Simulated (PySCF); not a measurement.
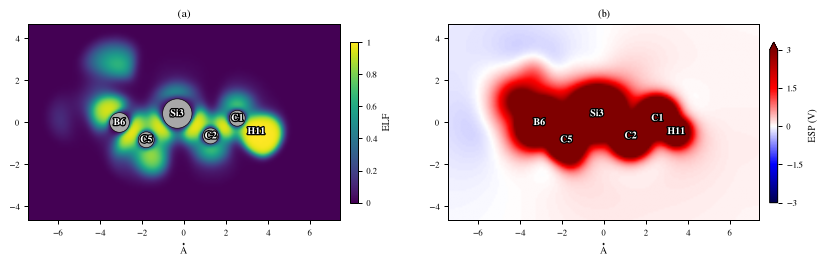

Figure. C$_{4}$H$_{12}$B$_{2}$Cl$_{2}$Si. (a) electron localisation function; (b) molecular electrostatic potential on the plane of atoms C2, C1 and H11. Grey discs cover the atomic cores in the ELF map.

Geometry: GFN2-xTB.

These are results of PySCF, PBE0/pcSseg-1, SCF density, gas phase, non-relativistic, not measurements.

```xyz
21

C    -2.8677    0.1728   -1.0472
C    -1.5832   -0.6478   -1.0529
Si   -0.1763    0.1867   -0.0651
C    -0.6647    0.4074    1.7589
C     1.3588   -0.9788   -0.2394
B     2.3768   -0.5174    0.8244
B     3.4066    0.7556    0.5563
Cl    2.8732    2.3872    0.8324
Cl    5.0380    0.6019    0.0009
H    -3.2511    0.2767   -0.0356
H    -3.6366   -0.3020   -1.6542
H    -2.6867    1.1689   -1.4427
H    -1.7994   -1.6390   -0.6500
H    -1.2700   -0.8001   -2.0869
H     0.1298    1.4957   -0.6678
H    -0.8102   -0.5492    2.2540
H     0.1086    0.9432    2.3015
H    -1.5872    0.9716    1.8585
H     1.6915   -0.8678   -1.2686
H     1.0049   -1.9988   -0.1076
H     2.3362   -1.0501    1.8717
```

Question: Read the bonding off the picture.

Answer:
- The section cuts through C, Si, B and H sites.
- C–C (1.52 Å): the ELF peaks at about 0.95 between the atoms; a shared electron pair.
- C–B (1.54 Å): the ELF peaks at about 0.95 between the atoms: a shared electron pair.
- C–Si (1.91 Å): the ELF peaks at about 0.95 between the atoms (a covalent bond).
- C–H (1.09 Å): the ELF climbs to about 1 towards the hydrogen, as it does in any bond to H: a covalent bond by its length.
- The potential has no marked negative region in this plane.
